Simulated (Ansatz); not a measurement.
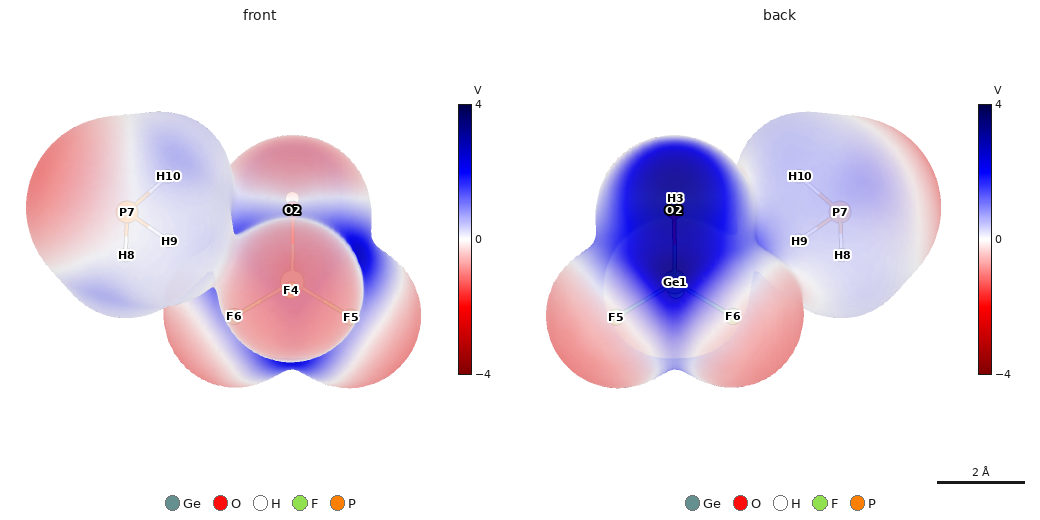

Figure. F₃GeHO···PH₃. The molecular electrostatic potential painted on the density surface at 0.001 e/bohr³, seen from the front and from behind; the colour scale runs from red (negative) to blue (positive).

Theory: Ansatz, RHF/def2-SVP.

```xyz
10

Ge   -0.3303    0.4020   -0.0029
O    -0.2923    0.4760    1.7027
H    -1.1044    0.4308    2.1875
F     1.2425    0.4457   -0.5962
F    -1.1850    1.6891   -0.6826
F    -1.0763   -1.0046   -0.5657
P     2.0191   -3.2416    1.2446
H     0.8047   -3.3705    0.5340
H     2.5788   -2.2795    0.3752
H     1.5248   -2.3016    2.1770
```

Question: Describe the electrostatic potential map.

Answer: The most negative region (about −0.9 V, or −21 kcal/mol for a unit charge) lies over F4 and P7, the most positive (about +3.1 V, or +71 kcal/mol for a unit charge) over Ge1 and H3.
